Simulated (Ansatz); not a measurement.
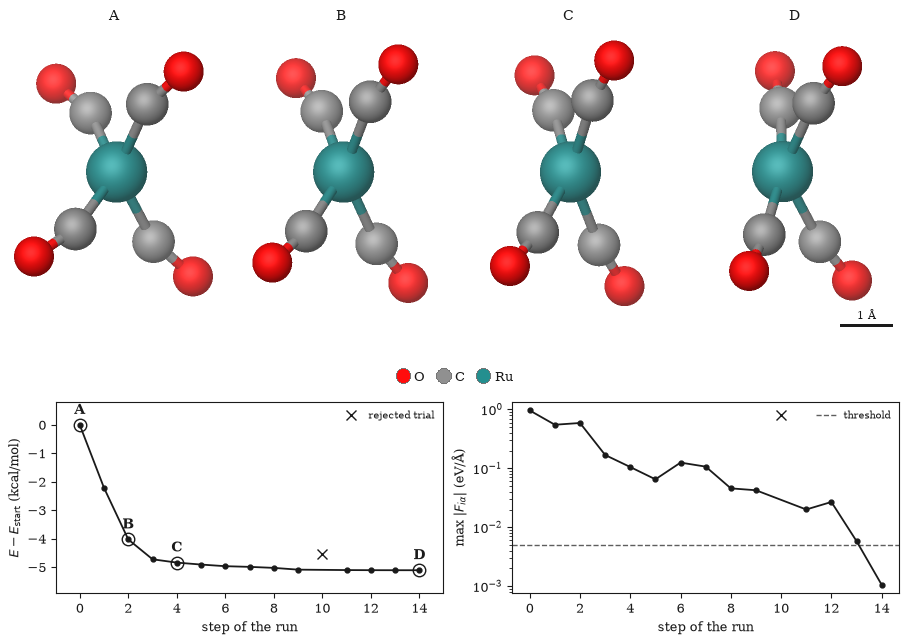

Frames of a relaxation of RuC4O4, marked on the history of the run. The picture is a ball-and-stick view, seen from a free direction.

The start comes from GFN2-xTB.

Theory: RKS PBE0-D4/def2-TZVP (Ansatz). Settings: force threshold 0.005 eV/Å; at most 150 steps.

> What happens along the run?

The energy falls by 5.10 kcal/mol in 13 accepted moves (14 points after the start). The largest force component goes from 0.96 to 0.0011 eV/Å. The line search rejected the trial step at point 10 of the run. The largest moves after the best rigid fit, 0.82 Å, are those of O atoms. Largest moves by element: O 0.82 Å, Ru 0.30 Å, C 0.29 Å. Near-neighbour distances that change, for instance: C–Ru 1.883 → 1.934 Å, C–Ru 1.884 → 1.900 Å, C–O 1.143 → 1.134 Å. Among the angles between lasting bonds that change: C–Ru–C 138.8° → 168.2°, Ru–C–O 159.6° → 175.5°, Ru–C–O 159.8° → 169.1°. From step 0 to 2: O atoms move most (0.30 Å), energy −4.02 kcal/mol. From step 2 to 4: O atoms move most (0.24 Å), energy −0.81 kcal/mol. From step 4 to 14: Ru and O atoms move most (0.29 Å), energy −0.27 kcal/mol.

```tsv
step	E − E(0), kcal/mol	largest force component, eV/Å	note
0	0.00	0.9605	
1	-2.21	0.5498	
2	-4.02	0.5888	
3	-4.72	0.1686	
4	-4.83	0.1052	
5	-4.90	0.0652	
6	-4.96	0.1252	
7	-4.98	0.1070	
8	-5.02	0.0458	
9	-5.08	0.0425	
10	-4.53	0.8175	rejected
11	-5.10	0.0200	
12	-5.10	0.0269	
13	-5.10	0.0058	
14	-5.10	0.0011
```
